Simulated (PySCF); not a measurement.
SMILES c1ccc(-c2c(cccc2F)F)[se]1, singlet, GFN2-xTB optimised geometry. Atoms within 1.6 Å of the plane z = 0.0 Å (x, y, z in Å): F1 (2.21, 0.85, 0.13), C2 (1.69, -0.41, 0.06), C3 (2.58, -1.46, 0.07), C4 (2.10, -2.75, 0.01), C5 (0.74, -2.96, -0.07), C6 (-0.13, -1.88, -0.07), F7 (-1.44, -2.17, -0.15), C8 (0.30, -0.55, 0.00), C9 (-0.59, 0.60, 0.00), C10 (-1.96, 0.60, 0.00), C11 (-2.57, 1.87, 0.00), C12 (-1.70, 2.91, -0.01), Se13 (0.06, 2.37, 0.00), H14 (3.64, -1.25, 0.13), H15 (2.78, -3.59, 0.01), H16 (0.32, -3.95, -0.12), H17 (-2.55, -0.30, 0.01), H18 (-3.64, 1.99, 0.00), H19 (-1.97, 3.95, -0.01).

Level of theory: PySCF 2.14.0 with B3LYP/def2-SVP. Cells within 0.4 Å of a nucleus heavier than hydrogen are left out (blank, or x).

Map of the deformation density (molecule minus spherical neutral atoms) (e/bohr³) on the plane z = 0.0 Å:

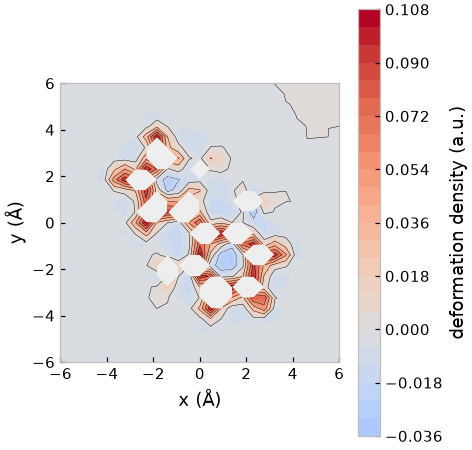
*Deformation density (molecule minus spherical neutral atoms) (e/bohr³) on the plane z = 0.0 Å.*
